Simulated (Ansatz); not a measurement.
# How fast states decay through CaH2S2, part 2 of 3

A new crystal, CaH2S2: structure, gap and complex bands. It is built by putting S for O in the CaH2O2 structure of space group C2, with the volume rescaled by atomic radii. The parent structure comes from the Materials Project.

Ansatz 0.2.0; r2SCAN DFT, plane waves, PAW files (the session's first sound run).

So far. Step 2 (Cell and atoms at rest): The largest force component on a free atom ends at 0.0043 eV/Å.

The structure was built from a prototype and need not be the compound's stable phase.

### Step 3. The bulk crystal and its band edges

The energy window and the wavevectors of the next steps follow from the band edges, so these are searched first, off the mesh as well.

File input.yaml:

```yaml
crystal:
  lattice:
    - [3.7709653591, -2.1835916771, 0.2361415187]
    - [3.7709653591, 2.1835916771, 0.2361415187]
    - [-0.3835595244, 0.0, 5.9443799822]
  atoms:
    - { symbol: Ca, position: [0.910767881, 0.089232119, 0.0] }
    - { symbol: H, position: [0.2435886361, 0.4219787125, 0.5502609036] }
    - { symbol: H, position: [0.5780212875, 0.7564113639, 0.4497390964] }
    - { symbol: S, position: [0.2439838081, 0.4224546128, 0.7755702018] }
    - { symbol: S, position: [0.5775453872, 0.7560161919, 0.2244297982] }
kpoints:
  mp_grid: { grid: [8, 8, 4] }
  band_path: { path: [VBM, CBM], npoints: 30 }
scf:
  occupations: { method: fixed }
hamiltonian:
  xc: r2scan
output:
  eigenvalues: true
  write_potential: true
  write_density: true
  volumetric_format: npy
```

Launch:

```console
$ ansatz run input.yaml --threads 2 --pin off --max-ram 4096MiB --backend cpu --events-out ev --progress --plain --runs-dir out
```

Numbers of over 12 decimals in the logs are rounded to 6 here.

What it wrote:

```text
[...]
Crystal: 5 atoms, lattice volume = 98.291 Å³
Basis set: ecut = 500 eV, 2499 PW (Γ), exchange–correlation on 128×128×180 points (64 copies of the dense FFT grid, shifted against one another)
Bands: 17, of which v1, the nominal top of the filled ones, is band 12 counted from 1 (11 counted from 0)
Symmetry: 2 space group operations
[...]
k-points: 78 of 256 (time reversal used)
[...]
SCF iter   1: F=—  HF=-3670.417400 eV  |F-HF|=—  |Δ(HF+E_count)|=         —  Δρ=4.57e-3  dr2=2.31e-2  dr2_τ=3.87e-2  ethr=1.77e-3  ⟨swp⟩=5.1  Hψ=6522  notcnv=0  defer=222
[...]
SCF iter   6: F=-3670.415783 eV  HF=-3670.415783 eV  |F-HF|=5.79e-8  |Δ(HF+E_count)|=   8.55e-7  Δρ=6.63e-6  dr2=5.97e-8  dr2_τ=3.12e-9  ethr=4.17e-10  ⟨swp⟩=10.8  Hψ=8350  notcnv=0
SCF 1 converged in 6 iterations: F = -3670.415783 eV  dr2 = 5.97e-8
[...]
NSCF: frozen V_eff on 68 k-points
[...]
SCF converged after 6 iterations
Free energy (F): -3670.415783 eV
[...]
Internal energy: -3670.415783 eV  (E = F + TS)
E sigma→0 (E₀):  -3670.415783 eV
Fermi energy:    2.034178 eV
[...]
--- Band table (eV; the first three rows and the last of 78) ---
  k-point 0: bands = [... 8 lower, 0.8580, 0.8624, 2.0314, 2.0342, 6.4763, 6.5673, 7.1653, 7.6465, ... 1 higher]
  k-point 1: bands = [... 8 lower, 0.9141, 0.9171, 1.9462, 1.9511, 6.3729, 7.0250, 7.5673, 7.5732, ... 1 higher]
  k-point 2: bands = [... 8 lower, 0.9801, 0.9812, 1.8516, 1.8592, 6.3887, 7.4643, 7.4918, 7.4974, ... 1 higher]
  k-point 77: bands = [... 8 lower, 0.4821, 0.9435, 1.1704, 1.2905, 6.5812, 7.9150, 8.0245, 8.5140, ... 1 higher]
```

Run time: 35 s. Hardware: 2 threads of Intel Xeon Platinum 8175M at 2.50GHz (Skylake/Cascade Lake), shared host; peak memory 0.58 GiB; 68 s of CPU time.

This step gave:

| Item | Value |
| --- | --- |
| free energy | -3670.4158 eV |
| Fermi energy | 2.034 eV |
| gap on the k-mesh | 3.891 eV |
| gap on path | 3.891 eV, by band count; negative where bands overlap |
| direct gap on path | 4.441 eV |
| edge places on path | 0, 0.8315 1/A along the path |

The electronic bands at the labelled points (eV, zero at the Fermi level (highest filled level under fixed occupations); v1 is the highest filled band, c1 the lowest empty one):

```tsv
point	v4	v3	v2	v1	c1	c2	c3	c4
VBM	-1.18	-1.17	0.00	0.00	4.44	4.53	5.13	5.61
CBM	-2.15	-1.17	-1.03	-0.55	3.89	5.78	6.07	6.58
```

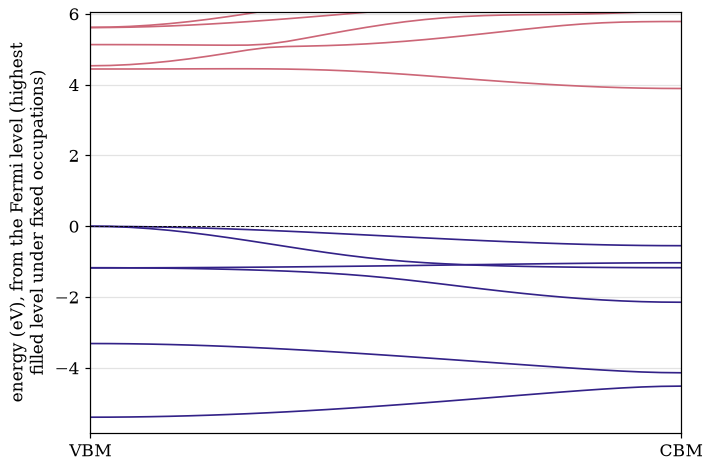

Electronic bands along the path; lines of filled and empty bands in two colours.

The searched edges give 3.89 eV, as on the mesh.

### Step 4. Complex bands, plane (100), k-mesh 4×6×6

This step: r2SCAN DFT, plane waves, PAW files; complex bands by layer matching along the plane's normal (Ansatz 0.2.0).

The same crystal is laid in a cell whose first two vectors span the (100) plane (indices of the standard conventional cell, whose axes can be ordered otherwise than in the bulk input). At fixed energy and wavevector in the plane the solver finds all kz, real and complex. A few wavevectors are listed, (0, 0) and (0.5, 0) in units of the plane's reciprocal vectors; the slowest state needn't be among them.

File input.yaml:

```yaml
crystal:
  lattice:
    - [5.956741667, 0.0, 0.0]
    - [0.0, 4.367183354, 0.0]
    - [-0.007164112, 2.183591677, 3.778345039]
  atoms:
    - { symbol: Ca, position: [0.0, 0.910767881, 0.0] }
    - { symbol: H, position: [0.5502609036, 0.5780212875, 0.6655673486] }
    - { symbol: H, position: [0.4497390964, 0.2435886361, 0.3344326514] }
    - { symbol: S, position: [0.7755702018, 0.5775453872, 0.6664384209] }
    - { symbol: S, position: [0.2244297982, 0.2439838081, 0.3335615791] }
kpoints:
  mp_grid: { grid: [4, 6, 6] }
scf:
  occupations: { method: fixed }
hamiltonian:
  xc: r2scan
output:
  eigenvalues: true
  transmission:
    leads: [[0, 0]]
    kpoints: [[0.0, 0.0], [0.5, 0.0]]
    e_range: [-1.0, 4.89]
    de: 0.15
```

What it wrote:

```text
[...]
Crystal: 5 atoms, lattice volume = 98.291 Å³
Basis set: ecut = 500 eV, 2499 PW (Γ), exchange–correlation on 180×128×128 points (64 copies of the dense FFT grid, shifted against one another)
Bands: 17, of which v1, the nominal top of the filled ones, is band 12 counted from 1 (11 counted from 0)
Symmetry: 2 space group operations
[...]
k-points: 47 of 144 (time reversal used)
[...]
SCF iter   1: F=—  HF=-3670.417398 eV  |F-HF|=—  |Δ(HF+E_count)|=         —  Δρ=4.56e-3  dr2=2.28e-2  dr2_τ=3.87e-2  ethr=1.77e-3  ⟨swp⟩=5.2  Hψ=3934  notcnv=0  defer=130
[...]
SCF iter   6: F=-3670.415749 eV  HF=-3670.415749 eV  |F-HF|=5.88e-8  |Δ(HF+E_count)|=   8.63e-7  Δρ=6.64e-6  dr2=5.96e-8  dr2_τ=3.01e-9  ethr=4.17e-10  ⟨swp⟩=10.7  Hψ=4922  notcnv=0
SCF 1 converged in 6 iterations: F = -3670.415749 eV  dr2 = 5.96e-8
[...]
transmission: 6 of 12 steps passed
transmission: 12 of 12 steps passed
SCF converged after 6 iterations
Free energy (F): -3670.415749 eV
[...]
Internal energy: -3670.415749 eV  (E = F + TS)
E sigma→0 (E₀):  -3670.415749 eV
Fermi energy:    2.034215 eV
[...]
--- Band table (eV; the first three rows and the last of 47) ---
  k-point 0: bands = [... 8 lower, 0.8580, 0.8624, 2.0315, 2.0342, 6.4763, 6.5673, 7.1653, 7.6465, ... 1 higher]
  k-point 1: bands = [... 8 lower, 0.7655, 0.8846, 1.4579, 1.8938, 6.4738, 7.1108, 7.2560, 7.8958, ... 1 higher]
  k-point 2: bands = [... 8 lower, 0.2584, 0.9287, 0.9518, 1.6263, 6.1618, 7.4745, 7.9850, 8.3522, ... 1 higher]
  k-point 46: bands = [... 8 lower, 0.5529, 0.9443, 1.0527, 1.1906, 6.9053, 7.5290, 8.2985, 8.6092, ... 1 higher]
--- Transmission ---
  basis      : 271 plane waves across, 6 finite elements along
  points     : 2, as listed
  energies   : 40 from -1.000000 to 4.850000 eV about the Fermi level, 0.150000 eV apart; the leads are filled to 1.945571 eV, and channels, transmission and decay are at 2.000000 eV
  crystal 0  : H2S2Ca1, at the sites [0, 0], period 3.7783 Å: whole cells are its period
    offset         : up to 0.0000 Å between an atom of the period and one for which it stands
    channels       : 0.000000e0 a spin
    conductance    : none, the energies end too early or step too widely for 300 K: set another output.transmission.e_range or a lower de, or, where they end at an eighth of basis.ecutwfc, a higher one
    slowest decay  : 0.3092 /Å at (0.0000, 0.0000)
```

It took 34 s on 2 threads; peak memory 0.94 GiB.

Numbers from this step:

* free energy: -3670.4157 eV
* level to which the leads are filled: 1.946 eV from the Fermi level
* decay constant at the filling level, zone centre: 0.3092 Å⁻¹
* decay constant at the filling level, slowest listed point: 0.3092 Å⁻¹

K parallel (0, 0); values up to 1.5 1/Å, a degenerate pair printed once or twice; energies at which all values exceed this have no row. Table of Im kz of the slowest decaying states by energy, zero at the highest filled level on the SCF mesh:

```tsv
energy (eV)	decay 1 (Å⁻¹)	decay 2 (Å⁻¹)	decay 3 (Å⁻¹)	decay 4 (Å⁻¹)
-1.00	0.176	0.378	0.568	0.614
0.05	0.0708	0.159	0.646	0.654
0.95	0.261	0.520	0.634	0.665
2.00	0.309	0.576	0.595	0.631
3.05	0.291	0.433	0.545	0.581
3.95	0.212	0.397	0.520	0.535
```

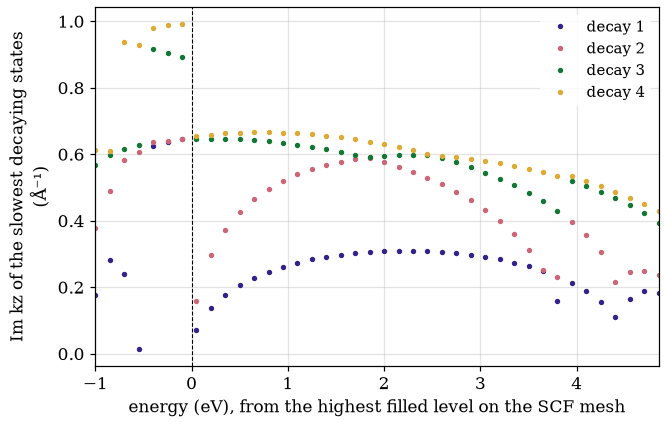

Im kz of the slowest decaying states against energy.

K parallel (0.5, 0); values up to 1.5 1/Å, a degenerate pair printed once or twice; energies at which all values exceed this have no row. The Im kz of the slowest decaying states by energy, zero at the highest filled level on the SCF mesh:

```tsv
energy (eV)	decay 1 (Å⁻¹)	decay 2 (Å⁻¹)	decay 3 (Å⁻¹)	decay 4 (Å⁻¹)
-1.00	0.203	0.573	1.05	1.12
0.05	0.192	0.310	0.571	1.01
0.95	0.364	0.529	0.634	0.911
2.00	0.414	0.578	0.680	0.779
3.05	0.388	0.550	0.634	0.669
3.95	0.272	0.479	0.516	0.538
```

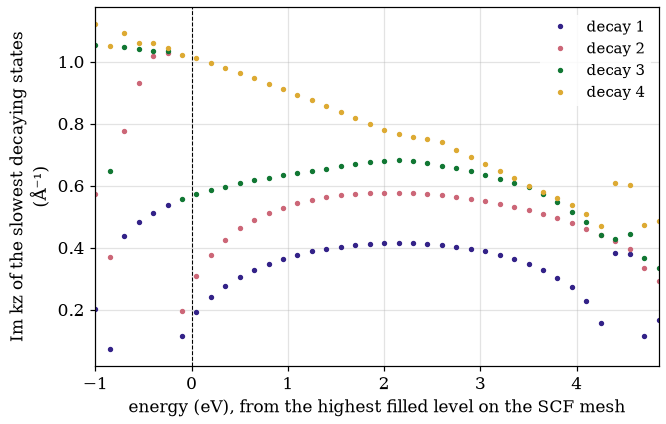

Im kz of the slowest decaying states, plotted against energy.

At the listed wavevectors the last open channel is at -0.10 eV and the next at +3.95 eV on the grid. At +2.00 eV, the grid energy nearest the filling level (the middle of the gap on the SCF mesh), the slowest state at the listed wavevectors decays with κ = 0.309 Å⁻¹, its amplitude falling by e over 3.2 Å. Through 1 nm of this crystal that state's transmission falls by exp(−2 × 0.309 Å⁻¹ × 10 Å) = 0.0021.

### Step 5. Decay over the two-dimensional zone

The listed points could miss the slowest state, so one energy near mid-gap is solved on a mesh of 8×12.

input.yaml, as its differences from that of step 4:

```diff
@@ -19,6 +19,2 @@
   eigenvalues: true
-  transmission:
-    leads: [[0, 0]]
-    kpoints: [[0.0, 0.0], [0.5, 0.0]]
-    e_range: [-1.0, 4.89]
-    de: 0.15
+  transmission: { leads: [[0, 0]], kmesh: [8, 12], e_range: [1.95, 1.96], de: 0.05 }
```

What it wrote:

```text
[...]
Crystal: 5 atoms, lattice volume = 98.291 Å³
Basis set: ecut = 500 eV, 2499 PW (Γ), exchange–correlation on 180×128×128 points (64 copies of the dense FFT grid, shifted against one another)
Bands: 17, of which v1, the nominal top of the filled ones, is band 12 counted from 1 (11 counted from 0)
Symmetry: 2 space group operations
[...]
k-points: 47 of 144 (time reversal used)
[...]
SCF iter   1: F=—  HF=-3670.417398 eV  |F-HF|=—  |Δ(HF+E_count)|=         —  Δρ=4.56e-3  dr2=2.28e-2  dr2_τ=3.87e-2  ethr=1.77e-3  ⟨swp⟩=5.2  Hψ=3934  notcnv=0  defer=130
[...]
SCF iter   6: F=-3670.415749 eV  HF=-3670.415749 eV  |F-HF|=5.88e-8  |Δ(HF+E_count)|=   8.63e-7  Δρ=6.64e-6  dr2=5.96e-8  dr2_τ=3.01e-9  ethr=4.17e-10  ⟨swp⟩=10.7  Hψ=4922  notcnv=0
SCF 1 converged in 6 iterations: F = -3670.415749 eV  dr2 = 5.96e-8
[...]
transmission: 48 of 300 steps passed
transmission: 72 of 300 steps passed
[...]
transmission: 300 of 300 steps passed
SCF converged after 6 iterations
Free energy (F): -3670.415749 eV
[...]
Internal energy: -3670.415749 eV  (E = F + TS)
E sigma→0 (E₀):  -3670.415749 eV
Fermi energy:    2.034215 eV
[...]
--- Band table (eV; the first three rows and the last of 47) ---
  k-point 0: bands = [... 8 lower, 0.8580, 0.8624, 2.0315, 2.0342, 6.4763, 6.5673, 7.1653, 7.6465, ... 1 higher]
  k-point 1: bands = [... 8 lower, 0.7655, 0.8846, 1.4579, 1.8938, 6.4738, 7.1108, 7.2560, 7.8958, ... 1 higher]
  k-point 2: bands = [... 8 lower, 0.2584, 0.9287, 0.9518, 1.6263, 6.1618, 7.4745, 7.9850, 8.3522, ... 1 higher]
  k-point 46: bands = [... 8 lower, 0.5529, 0.9443, 1.0527, 1.1906, 6.9053, 7.5290, 8.2985, 8.6092, ... 1 higher]
--- Transmission ---
  basis      : 271 plane waves across, 6 finite elements along
  points     : 50, standing for a mesh of 8 x 12
  energies   : 1 from 1.950000 to 1.950000 eV about the Fermi level; the leads are filled to 1.945571 eV, and channels, transmission and decay are at 1.950000 eV
  crystal 0  : H2S2Ca1, at the sites [0, 0], period 3.7783 Å: whole cells are its period
[...]
channels       : 0.000000e0 a spin
    conductance    : none, crystal 0 has no channel at the energies, or these end too early or step too widely for 300 K: set another output.transmission.e_range or a lower de, or, where they end at an eighth of basis.ecutwfc, a higher one
    slowest decay  : 0.3085 /Å at (0.0000, 0.0000)
```

Run time: 75 s. Hardware: 2 threads; peak memory 0.97 GiB; 2.5 min of CPU time.

This step gave:

| Quantity | Value |
| --- | --- |
| least decay constant on the mesh | 0.3085 Å⁻¹ |

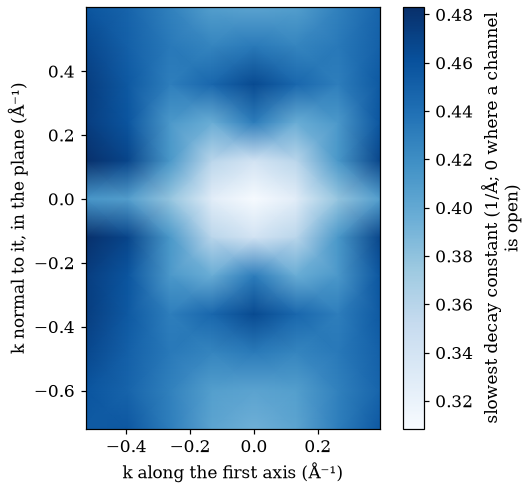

Slowest decay constant (1/Å; 0 where a channel is open) over k1 and k2. At 1.9500 eV from the Fermi level.

The least value on the mesh is 0.308 Å⁻¹ at +1.95 eV. At that energy the listed points give about 0.308 Å⁻¹ by interpolation, so the mesh holds no clearly slower state.

### Step 6. Decaying states in the gap, plane (010), k-mesh 4×10×10

The same for the (010) plane, at (0, 0) and (0.5, 0), to see how the decay depends on direction.

File input.yaml:

```yaml
crystal:
  lattice:
    - [5.956741667, 0.0, 0.0]
    - [-0.014328223, 7.556690078, 0.0]
    - [-0.007164112, 3.778345039, 2.183591677]
  atoms:
    - { symbol: Ca, position: [0.0, 0.910767881, 0.178464238] }
    - { symbol: H, position: [0.5502609036, 0.2435886361, 0.1783900764] }
    - { symbol: H, position: [0.4497390964, 0.5780212875, 0.1783900764] }
    - { symbol: S, position: [0.7755702018, 0.2439838081, 0.1784708047] }
    - { symbol: S, position: [0.2244297982, 0.5775453872, 0.1784708047] }
kpoints:
  mp_grid: { grid: [4, 10, 10] }
scf:
  occupations: { method: fixed }
hamiltonian:
  xc: r2scan
output:
  eigenvalues: true
  transmission:
    leads: [[0, 0]]
    kpoints: [[0.0, 0.0], [0.5, 0.0]]
    e_range: [-1.0, 4.89]
    de: 0.12
```

What it wrote:

```text
[...]
Crystal: 5 atoms, lattice volume = 98.291 Å³
Basis set: ecut = 500 eV, 2499 PW (Γ), exchange–correlation on 180×240×128 points (64 copies of the dense FFT grid, shifted against one another)
Bands: 17, of which v1, the nominal top of the filled ones, is band 12 counted from 1 (11 counted from 0)
Symmetry: 2 space group operations
[...]
k-points: 117 of 400 (time reversal used)
[...]
SCF iter   1: F=—  HF=-3670.417367 eV  |F-HF|=—  |Δ(HF+E_count)|=         —  Δρ=4.56e-3  dr2=2.28e-2  dr2_τ=3.87e-2  ethr=1.77e-3  ⟨swp⟩=5.1  Hψ=9785  notcnv=0  defer=328
[...]
SCF iter   6: F=-3670.415787 eV  HF=-3670.415787 eV  |F-HF|=5.94e-8  |Δ(HF+E_count)|=   8.62e-7  Δρ=6.69e-6  dr2=5.97e-8  dr2_τ=3.02e-9  ethr=4.17e-10  ⟨swp⟩=10.5  Hψ=12393  notcnv=0
SCF 1 converged in 6 iterations: F = -3670.415787 eV  dr2 = 5.97e-8
[...]
transmission: 3 of 6 steps passed
transmission: 6 of 6 steps passed
SCF converged after 6 iterations
Free energy (F): -3670.415787 eV
[...]
Internal energy: -3670.415787 eV  (E = F + TS)
E sigma→0 (E₀):  -3670.415787 eV
Fermi energy:    2.034174 eV
[...]
--- Band table (eV; the first three rows and the last of 117) ---
  k-point 0: bands = [... 8 lower, 0.8580, 0.8624, 2.0314, 2.0342, 6.4763, 6.5673, 7.1653, 7.6465, ... 1 higher]
  k-point 1: bands = [... 8 lower, 0.7759, 0.8690, 1.4148, 1.8896, 6.5408, 7.0765, 7.2115, 7.9989, ... 1 higher]
  k-point 2: bands = [... 8 lower, 0.4106, 0.6271, 0.9150, 1.6636, 6.7797, 6.8556, 7.8055, 8.5565, ... 1 higher]
  k-point 116: bands = [... 8 lower, 0.9758, 1.0332, 1.1338, 1.5243, 6.7690, 7.1751, 7.8803, 8.0696, ... 1 higher]
--- Transmission ---
  basis      : 467 plane waves across, 3 finite elements along
  points     : 2, as listed
[...]
crystal 0  : H2Ca1S2, at the sites [0, 0], period 2.1836 Å: whole cells are its period
[...]
channels       : 0.000000e0 a spin
[...]
slowest decay  : 0.3045 /Å at (0.0000, 0.0000)
```

Wall time 2.1 min (2 threads); peak memory 1.7 GiB; 4.1 min of CPU time.

This step gave:

```yaml
free_energy: -3670.4158 eV
decay_constant_at_the_filling_level_zone_centre: 0.3045 Å⁻¹
decay_constant_at_the_filling_level_slowest_listed_point: 0.3045 Å⁻¹
```

K parallel (0, 0); values up to 1.5 1/Å, a degenerate pair printed once or twice; energies at which all values exceed this have no row. The Im kz of the slowest decaying states by energy, zero at the highest filled level on the SCF mesh:

```tsv
energy (eV)	decay 1 (Å⁻¹)	decay 2 (Å⁻¹)	decay 3 (Å⁻¹)	decay 4 (Å⁻¹)
-1.000	0.0786	0.201	0.295	0.347
-0.520	0.267	0.283	0.491	0.496
-0.040	0.329	0.435	0.510	0.562
0.440	0.195	0.359	0.447	0.528
1.040	0.267	0.371	0.497	0.578
1.520	0.294	0.367	0.508	0.595
2.000	0.304	0.352	0.504	0.599
2.480	0.302	0.324	0.490	0.581
2.960	0.281	0.288	0.464	0.548
3.440	0.208	0.260	0.424	0.502
4.040	0.193	0.336	0.414	0.504
4.520	0.0340	0.216	0.282	0.452
```

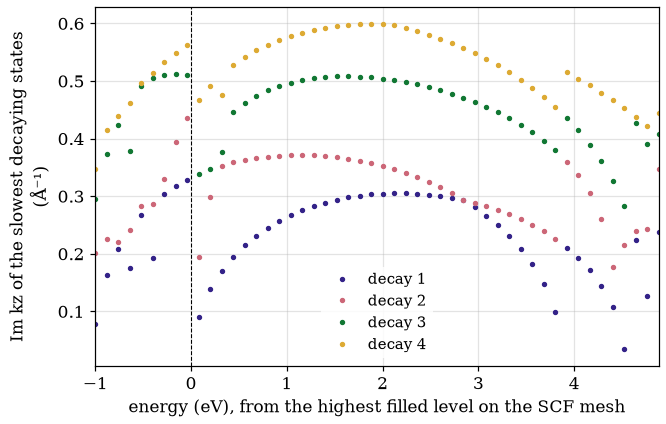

Im kz of the slowest decaying states, plotted against energy.

K parallel (0.5, 0); values up to 1.5 1/Å, a degenerate pair printed once or twice; energies at which all values exceed this have no row. Table of Im kz of the slowest decaying states by energy, zero at the highest filled level on the SCF mesh:

```tsv
energy (eV)	decay 1 (Å⁻¹)	decay 2 (Å⁻¹)	decay 3 (Å⁻¹)	decay 4 (Å⁻¹)
-1.000	0.0443	0.154	0.204	0.335
-0.520	0.203	0.418	0.526	0.528
-0.040	0.155	0.253	0.311	0.560
0.440	0.290	0.360	0.557	0.600
1.040	0.358	0.390	0.583	0.622
1.520	0.383	0.399	0.587	0.628
2.000	0.392	0.399	0.580	0.623
2.480	0.387	0.389	0.565	0.609
2.960	0.369	0.370	0.541	0.589
3.440	0.336	0.336	0.508	0.562
4.040	0.241	0.257	0.448	0.489
4.520	0.0656	0.379	0.386	0.431
```

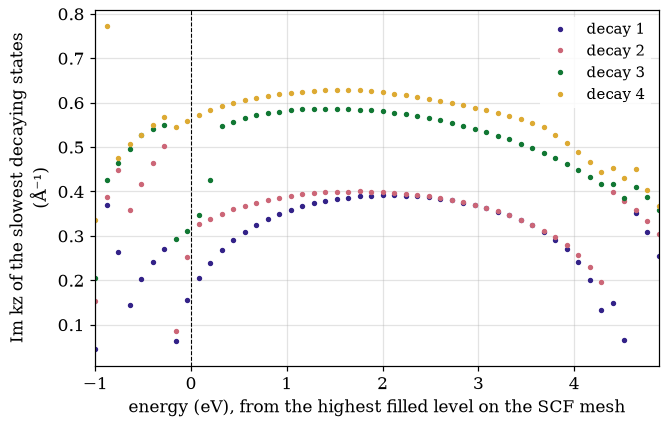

Im kz of the slowest decaying states against energy.

At the listed wavevectors the last open channel is at -0.04 eV and the next at +3.92 eV on the grid. At +2.00 eV, the grid energy nearest the filling level (the middle of the gap on the SCF mesh), the slowest state at the listed wavevectors decays with κ = 0.304 Å⁻¹, its amplitude falling by e over 3.3 Å; the first such run, plane (100), gave 0.309 Å⁻¹.

[end of part 2 of 3]

[Logs are printed without paths, hosts, clocks, repeated set-up lines and the standing remarks that a program may print on its own settings, such as how far it seeks lower states.]

[Hosts, paths, dates, database ids (printed as entryN), source tags and the programs' standing remarks are cut or masked in the printed files.]

[New means built here by substitution; the compound itself may be known and measured.]
